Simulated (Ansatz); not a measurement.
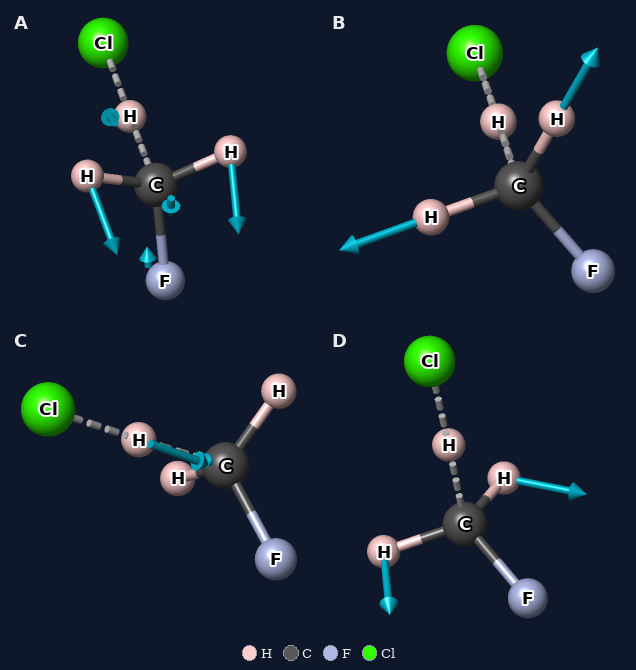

4 normal modes of one molecule or complex, as arrows. Broken sticks mark bonds that form or break. Charge 0, doublet. Harmonic vibrations computed with UKS PBE0-D4/def2-TZVP (Ansatz 0.2.0) at a stationary point of the same level. It is a saddle point of order 1.

Question: Match the panels to the wavenumbers 615i cm⁻¹, 1201 cm⁻¹, 1475 cm⁻¹, 3093 cm⁻¹.

Answer: A: 1201 cm⁻¹
B: 3093 cm⁻¹
C: 615i cm⁻¹
D: 1475 cm⁻¹
